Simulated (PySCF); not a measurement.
**CoO₂Cl: structure of the triplet**

Aim: relax CoO₂Cl as a triplet from a trigonal pyramidal start, check by its vibrations whether the end is a minimum, and collect its spectrum and constants.

Method: PBE0, basis Co def2-TZVP, O def2-TZVP, Cl def2-TZVP, no relativity, density fitting; program: PySCF 2.14.0.

**1. The system as given**

4 atoms, charge 0, spin multiplicity 3.

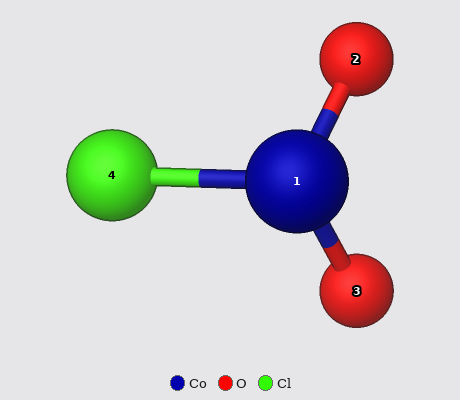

Start geometry, drawn with cobalt blue, oxygen red, chlorine green; atoms are numbered from 1 in the order of the file.

Coordinates in bohr (charge 0 multiplicity 3):
```
Co    0.0000    0.0000    0.0000
O    -1.3349    2.3119    1.4196
O    -1.3349   -2.3119    1.4196
Cl    3.5039    0.0000    1.8631
```

**2. The SCF at the typed geometry**

One driver script runs all steps and calls PySCF; scf.py shows how it sets up the SCF of each step. The optimiser is the driver's own. After this first run the driver tries any further starts and a stability analysis.

Contents of scf.py:

```python
from pyscf import gto, scf, dft
mol = gto.M(atom='''
Co     0.000000     0.000000     0.000000
O     -0.706400     1.223400     0.751200
O     -0.706400    -1.223400     0.751200
Cl     1.854200     0.000000     0.985900''',
    basis={'Co': 'def2-TZVP', 'O': 'def2-TZVP', 'Cl': 'def2-TZVP'},
    charge=0, spin=2)
mf = dft.UKS(mol, xc='PBE0')
mf.grids.atom_grid = (50, 194)
aux = {'Co': 'def2-universal-JKFIT', 'O': 'def2-universal-JKFIT', 'Cl': 'def2-universal-JKFIT'}
mf = mf.density_fit(auxbasis=aux)
mf.conv_tol = 1e-08
mf.diis_space = 10
mf.max_cycle = 60
mf.init_guess = 'minao'
mf.verbose = 4
mf.kernel()
```

Started as:

```console
$ OMP_NUM_THREADS=4 python axn.py task.json out
```

Output:

```text
[... the frontier levels of the middle cycles are left out ...]
init E= -1991.98157205177
[... the frontier-level lines of each cycle are left out ...]
cycle= 1 E= -1976.03055837323  delta_E=   16  |g|= 5.71  |ddm|= 8.14
cycle= 2 E= -1901.61135246753  delta_E= 74.4  |g|= 16.8  |ddm|= 14.6
cycle= 3 E= -1962.34853975821  delta_E= -60.7  |g|= 11.1  |ddm|=  7.9
cycle= 4 E= -1973.54410109682  delta_E= -11.2  |g|= 8.71  |ddm|= 3.83
cycle= 5 E= -1972.59625355819  delta_E= 0.948  |g|=  7.9  |ddm|= 4.08
cycle= 6 E= -1981.89914152433  delta_E= -9.3  |g|= 6.25  |ddm|= 5.39
cycle= 7 E= -1984.89721363931  delta_E=   -3  |g|= 5.01  |ddm|= 2.31
cycle= 8 E= -1988.94474843992  delta_E= -4.05  |g|= 3.92  |ddm|= 2.03
cycle= 9 E= -1990.02164166607  delta_E= -1.08  |g|= 3.38  |ddm|= 0.376
cycle= 10 E= -1991.15585899411  delta_E= -1.13  |g|= 2.63  |ddm|= 0.503
cycle= 11 E= -1991.64893146085  delta_E= -0.493  |g|= 2.23  |ddm|= 0.433
cycle= 12 E= -1987.9485495078  delta_E=  3.7  |g|= 4.15  |ddm|= 2.08
cycle= 13 E= -1992.30293759681  delta_E= -4.35  |g|= 1.46  |ddm|= 1.94
cycle= 14 E= -1992.72866613779  delta_E= -0.426  |g|= 0.503  |ddm|= 0.462
[... 4 cycles left out ...]
cycle= 19 E= -1992.80396838371  delta_E= -0.000263  |g|= 0.0142  |ddm|= 0.0331
cycle= 20 E= -1992.80408399869  delta_E= -0.000116  |g|= 0.00846  |ddm|= 0.0186
cycle= 21 E= -1992.80412756983  delta_E= -4.36e-05  |g|= 0.003  |ddm|= 0.00843
cycle= 22 E= -1992.80415038471  delta_E= -2.28e-05  |g|= 0.00135  |ddm|= 0.00877
cycle= 23 E= -1992.80416259134  delta_E= -1.22e-05  |g|= 0.000748  |ddm|= 0.00838
cycle= 24 E= -1992.80416611752  delta_E= -3.53e-06  |g|= 0.000478  |ddm|= 0.00431
cycle= 25 E= -1992.80416775274  delta_E= -1.64e-06  |g|= 0.000418  |ddm|= 0.0031
cycle= 26 E= -1992.80416857872  delta_E= -8.26e-07  |g|= 0.000265  |ddm|= 0.00227
cycle= 27 E= -1992.80416884908  delta_E= -2.7e-07  |g|= 0.000226  |ddm|= 0.00143
cycle= 28 E= -1992.8041689229  delta_E= -7.38e-08  |g|= 9.71e-05  |ddm|= 0.000556
cycle= 29 E= -1992.80416898265  delta_E= -5.97e-08  |g|= 7.1e-05  |ddm|= 0.000566
cycle= 30 E= -1992.80416902127  delta_E= -3.86e-08  |g|= 4.97e-05  |ddm|= 0.000507
cycle= 31 E= -1992.80416904071  delta_E= -1.94e-08  |g|= 4e-05  |ddm|= 0.000417
cycle= 32 E= -1992.80416904947  delta_E= -8.77e-09  |g|= 3.19e-05  |ddm|= 0.000223
Extra cycle  E= -1992.80416905231  delta_E= -2.84e-09  |g|= 9.66e-05  |ddm|= 0.000156
converged SCF energy = -1992.80416905231  <S^2> = 2.7923488  2S+1 = 3.488466
```

This step, with its further starts and checks, took 45 s on 4 threads of Arm Neoverse V2, shared host.

The starts that the driver tried:

| start | energy (Eh) |
| --- | --- |
| the minimal-basis guess | -1992.804169 |
| a thermally smeared density | -1992.832439 |
| a smeared PBE density | -1992.832439 |

This is not the lowest solution: one lies 74.2 kJ/mol lower, at -1992.83244 Eh, and the relaxation starts from that.

**3. Trigonal pyramidal start, triplet: relaxation**

The program finds Cs symmetry in the start, which this walk keeps.

scf.py, as its differences from that of step 2:

```diff
@@ -3,4 +3,4 @@
-Co     0.000000     0.000000     0.000000
-O     -0.706400     1.223400     0.751200
-O     -0.706400    -1.223400     0.751200
-Cl     1.854200     0.000000     0.985900''',
+Co    -0.335539     0.000000    -0.464736
+O     -1.041939     1.223400     0.286464
+O     -1.041939    -1.223400     0.286464
+Cl     1.518661     0.000000     0.521164''',
@@ -16 +15,0 @@
-mf.init_guess = 'minao'
```

Steps of the walk:

| step | energy (Eh) | change (kJ/mol) | largest symmetric gradient (Eh/bohr) |
| --- | --- | --- | --- |
| 0 | -1992.832439 | 0.00 | 0.06238 |
| 1 | -1992.849413 | -44.57 | 0.04949 |
| 2 | -1992.864403 | -83.92 | 0.02272 |
| 3 | -1992.868939 | -95.83 | 0.01538 |
| 4 | -1992.871748 | -103.21 | 0.00617 |
| 5 | -1992.872186 | -104.36 | 0.00220 |
| 6 | -1992.872226 | -104.46 | 0.00517 |
| 7 | -1992.872286 | -104.62 | 0.00078 |
| 8 | -1992.872288 | -104.62 | 0.00017 |

The walk took 48 s.

Geometry (Å) and forces (eV/Å) at some steps:

```
step 0
Co  -0.336   0.000  -0.465  -0.920   0.000   3.208
O   -1.042   1.223   0.286   0.379   0.205  -1.303
O   -1.042  -1.223   0.286   0.379  -0.205  -1.303
Cl   1.519   0.000   0.521   0.162   0.000  -0.602
step 1
Co  -0.352   0.000  -0.346  -0.796   0.000   2.545
O   -1.052   1.296   0.239   0.395  -0.379  -1.021
O   -1.052  -1.296   0.239   0.396   0.379  -1.021
Cl   1.556   0.000   0.497   0.005   0.000  -0.504
step 4
Co  -0.340   0.000   0.073  -0.231  -0.001   0.257
O   -1.126   1.349   0.078   0.189  -0.317  -0.084
O   -1.126  -1.349   0.078   0.191   0.318  -0.084
Cl   1.691   0.000   0.400  -0.149   0.000  -0.090
step 8
Co  -0.345   0.000   0.144   0.008   0.000   0.000
O   -1.122   1.343   0.052  -0.001   0.009   0.000
O   -1.122  -1.343   0.052  -0.001  -0.009   0.000
Cl   1.689   0.000   0.380  -0.006   0.000  -0.001
```

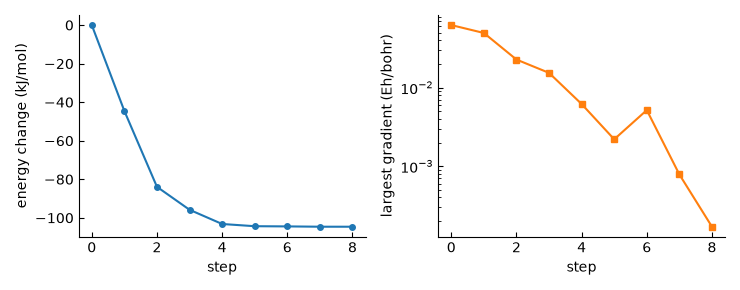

Energy and largest gradient along the walk.

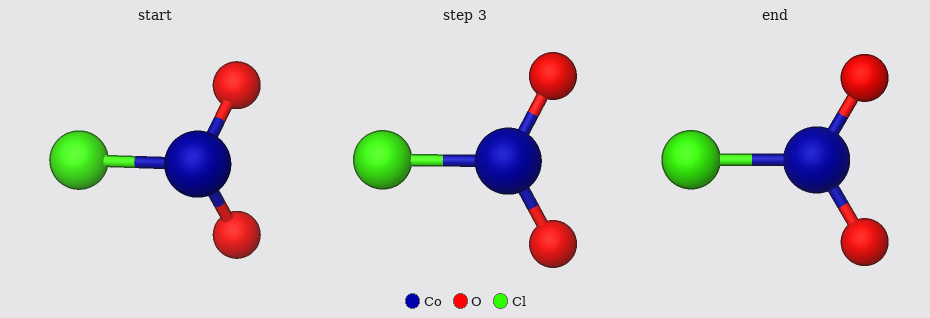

The geometry along the walk, at one scale.

After 8 steps and 104.6 kJ/mol it ends at C2v: Co–Cl 2.048 Å, Co–O 1.554 Å (×2); Cl–Co–O 120.2° (×2), O–Co–O 119.6°.

**4. Is it a minimum? Harmonic modes**

On the finer grid the gradient is checked again; gradients at displacements of ±0.02 bohr then give force constants and infrared intensities.

scf.py, as its differences from that of step 3:

```diff
@@ -3,4 +3,4 @@
-Co    -0.335539     0.000000    -0.464736
-O     -1.041939     1.223400     0.286464
-O     -1.041939    -1.223400     0.286464
-Cl     1.518661     0.000000     0.521164''',
+Co    -0.368025     0.000000    -0.042904
+O     -1.143624     1.343494    -0.133323
+O     -1.143624    -1.343494    -0.133323
+Cl     1.665333    -0.000000     0.194144''',
@@ -10 +10 @@
-mf.grids.atom_grid = (50, 194)
+mf.grids.atom_grid = (75, 302)
@@ -13 +13 @@
-mf.conv_tol = 1e-08
+mf.conv_tol = 1e-10
```

The driver hands on the density of the step before, so the log starts near convergence.

Log of the central SCF (cycles and frontier levels):

```text
init E= -1992.8721890314
[... the frontier-level lines of each cycle are left out ...]
cycle= 1 E= -1992.87218902852  delta_E= 2.87e-09  |g|= 0.000118  |ddm|= 3.41e-05
cycle= 2 E= -1992.8721889025  delta_E= 1.26e-07  |g|= 0.000781  |ddm|= 0.000223
cycle= 3 E= -1992.87218903148  delta_E= -1.29e-07  |g|= 1.8e-06  |ddm|= 0.000194
cycle= 4 E= -1992.87218903148  delta_E= 9.09e-13  |g|= 1.27e-06  |ddm|= 1.44e-06
Extra cycle  E= -1992.87218903147  delta_E= 7.73e-12  |g|= 4.92e-06  |ddm|= 3.68e-06
converged SCF energy = -1992.87218903147  <S^2> = 2.0365611  2S+1 = 3.0242758
```

The whole step took 2.1 min.

Geometry: C2v; Co–Cl 2.047 Å, Co–O 1.554 Å (×2); Cl–Co–O 120.2° (×2), O–Co–O 119.7°.

Modes, for the most abundant isotopes:

```
symmetry  ω (cm⁻¹)  IR (km/mol)
      b1       153         18.7
      b2       182          0.6
      a1       311          0.8
      a1       471         31.2
      b2       997         79.2
      a1      1006         38.4
```

All wavenumbers are real: a minimum.

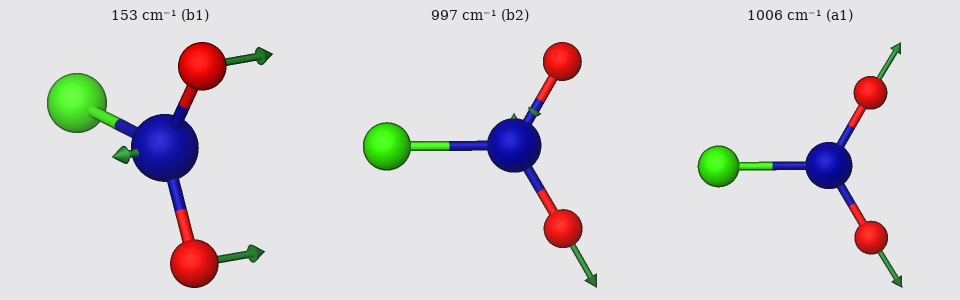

How the atoms move in 3 of the modes.

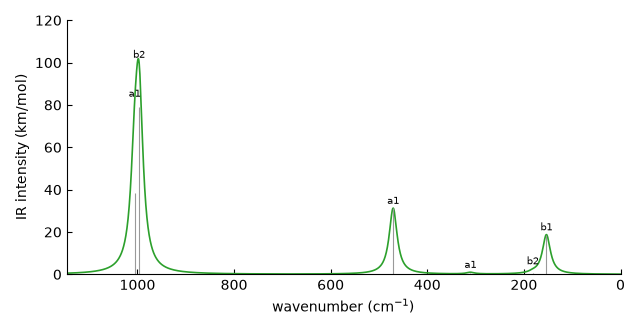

The harmonic infrared spectrum (widths in cm⁻¹). Lines are broadened to a width of 20 cm⁻¹ (Lorentzian).

Properties at this point:

- Dipole moment: 0.79 D
- Highest occupied level: -9.81 eV
- Lowest empty level: -5.51 eV
- Rotational constants: 0.292, 0.1133, 0.08162 cm⁻¹
- Zero-point energy: 18.7 kJ/mol
- Principal polarisabilities: 26.4, 51.6, 64.0 bohr³
- Atomisation energy without zero-point energy: 920 kJ/mol
- Principal traceless quadrupole moments about the centre of mass: -2.67, -0.41, 3.08 D Å
- Entropy at 298.15 K and 1 bar (electronic part: spin only): 311.1 J/(mol K)
- Heat capacity Cp at 298.15 K: 64.6 J/(mol K)
- Enthalpy at 298.15 K above 0 K: 15.05 kJ/mol
- Rotational symmetry number: 2
- Spin squared ⟨S²⟩: 2.037

Charges (e) and bond orders:

```json
{"atom": "Co1", "Mulliken": "0.99", "Löwdin": "-0.01", "polar tensor": "1.11", "spin (Mulliken)": "1.26", "Mayer order to Co1": "–"}
{"atom": "O2,3", "Mulliken": "-0.38", "Löwdin": "-0.10", "polar tensor": "-0.38", "spin (Mulliken)": "0.34", "Mayer order to Co1": "1.68"}
{"atom": "Cl4", "Mulliken": "-0.23", "Löwdin": "0.22", "polar tensor": "-0.35", "spin (Mulliken)": "0.07", "Mayer order to Co1": "1.04"}
```

Outer orbital energies (eV). α occupied: -13.60, -11.56, -11.42, -10.87, -10.34, -9.93, -9.86, -9.85; empty: -5.51, -5.12, 0.46, 2.65. β occupied: -13.19, -11.94, -11.37, -10.98, -10.86, -10.16, -9.99, -9.81; empty: -5.13, -4.65, -4.48, -4.30.

Mulliken populations on Co1: s 6.41, p 12.37, d 7.22, f 0.00.

**5. Outcome**

| quantity | value |
| --- | --- |
| minimum | triplet, C2v |
| geometry | Co–Cl 2.047 Å, Co–O 1.554 Å (×2); Cl–Co–O 120.2° (×2), O–Co–O 119.7° |
| wavenumbers (cm⁻¹) | 153 (b1), 182 (b2), 311 (a1), 471 (a1), 997 (b2), 1006 (a1) |
| dipole moment | 0.79 D |
| highest occupied, lowest empty level (either spin) | -9.81, -5.51 eV |
| polar-tensor charge of Co1 | +1.11 e |
| zero-point energy | 18.7 kJ/mol |
| entropy at 298.15 K | 311.1 J/(mol K) |
| atomisation energy (no zero-point energy) | 920 kJ/mol |
| ⟨S²⟩ | 2.037 |

**Reading.** From Cs at the start the molecule goes to a C2v minimum. In the infrared the band at 997 cm⁻¹ (b2, stretch) leads. Most of the spin sits on Co1 (Mulliken spin 1.26, against 2 for the whole molecule). The first SCF alone would have been 74 kJ/mol too high. Only this shape and spin were tried, so other structures or states may lie lower. Open d and f shells are described by one determinant, and the ground state may have another occupation or spin.

The search up to here took 3.6 min.
